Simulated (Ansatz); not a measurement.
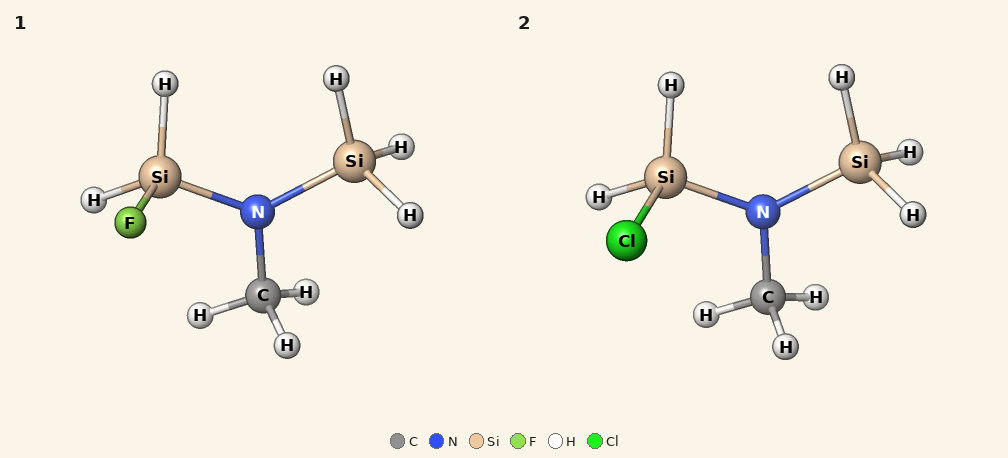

2 molecules with one skeleton, seen from the same side and at one scale. Each species is neutral and a spin singlet. Computed geometries: PBE0-D4/def2-TZVP optimisations, one conformation each. Properties computed with Ansatz 0.2.0.

One atom differs, called X below: F in panel 1, Cl in panel 2. Their formulas are CH8FNSi2 (`CN([SiH3])[SiH2]F`), CH8ClNSi2 (`CN([SiH3])[SiH2]Cl`).

In which is the dipole moment larger (B3LYP-D4/def2-TZVPP)?

Answer. In panel 2 (X = Cl).

In which is the length of X–Si larger (PBE0-D4/def2-TZVP)?

Answer. In panel 2 (X = Cl).

Give the values. With PBE0-D4/def2-TZVP: length of X–Si (Å), mean angle X–Si–H (°). With B3LYP-D4/def2-TZVPP: dipole moment (D), HOMO energy (Kohn–Sham orbital) (eV), HOMO–LUMO gap (eV).

| quantity | 1 (F) | 2 (Cl) | 2 − 1 |
| --- | --- | --- | --- |
| length of X–Si (Å) | 1.603 | 2.067 | +0.464 |
| mean angle X–Si–H (°) | 106.1 | 106.2 | +0.1 |
| dipole moment (D) | 1.70 | 1.78 | +0.08 |
| HOMO energy (Kohn–Sham orbital) (eV) | −7.36 | −7.29 | +0.07 |
| HOMO–LUMO gap (eV) | 7.37 | 7.22 | −0.15 |
